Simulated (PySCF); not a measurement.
| atom | x (Å) | y (Å) | z (Å) |
| --- | --- | --- | --- |
| C | 3.3192 | 0.1424 | 0.5712 |
| C | 1.8610 | -0.2317 | 0.5049 |
| P | 0.6253 | 0.9830 | 0.3340 |
| C | -0.7348 | -0.1485 | 0.3355 |
| Si | -2.4835 | 0.4069 | 0.1950 |
| C | -0.3865 | -1.5002 | 0.4631 |
| P | 1.3128 | -1.8987 | 0.5991 |
| H | 3.9124 | -0.3466 | -0.2227 |
| H | 3.4608 | 1.2309 | 0.4601 |
| H | 3.7826 | -0.1494 | 1.5313 |
| H | -2.8274 | 1.1496 | -1.0732 |
| H | -2.9577 | 1.3320 | 1.2895 |
| H | -3.4255 | -0.7695 | 0.2341 |
| H | -1.1502 | -2.2898 | 0.4765 |

Geometry: PBE0-D3(BJ)/def2-SVP.

These are results of PBE0/pcSseg-1, SCF density, gas phase, non-relativistic in PySCF, not measurements.

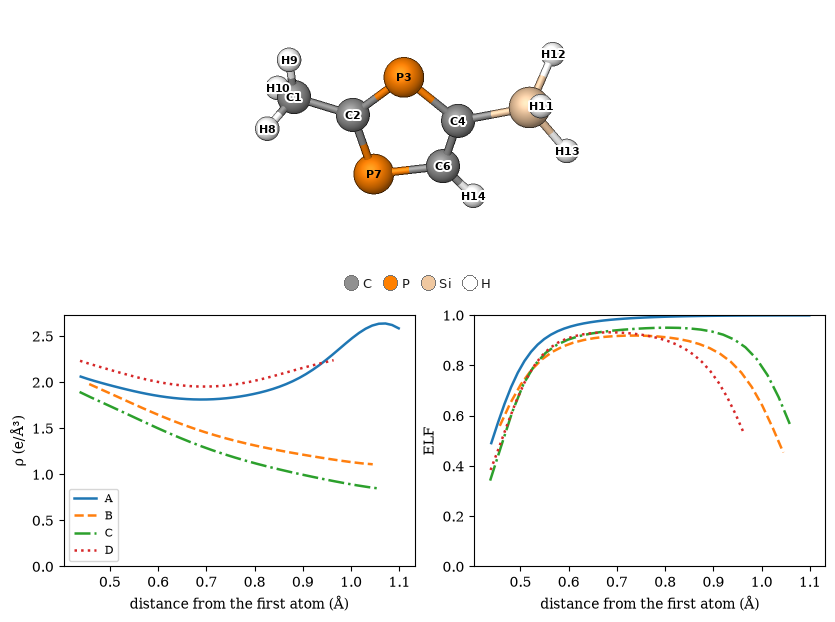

C₄H₇P₂Si (charge −1). Electron density and ELF along straight lines between neighbouring atoms. The curves leave out the atomic cores. The structure is drawn too.

Which curve belongs to which contact (C–C, C–H, C–P and C–Si)? The first atom named is at distance zero.

Curve A: C–H (1.10 Å): ρ at the midpoint is about 1.9 e/Å³; the ELF climbs to about 1 towards the hydrogen, as it does in any bond to H (an ordinary covalent bond to hydrogen). Curve B: C–P (1.74 Å): ρ is about 1.2 e/Å³ halfway; the ELF peaks at about 0.90 between the atoms (a covalent bond). Curve C: C–Si (1.84 Å): ρ at the midpoint is about 0.97 e/Å³; the ELF peaks at about 0.95 between the atoms, as expected for localised, covalent bonding. Curve D: C–C (1.40 Å): the density is about 2 e/Å³ at the midpoint; the ELF peaks at about 0.95 between the atoms; a covalent bond.
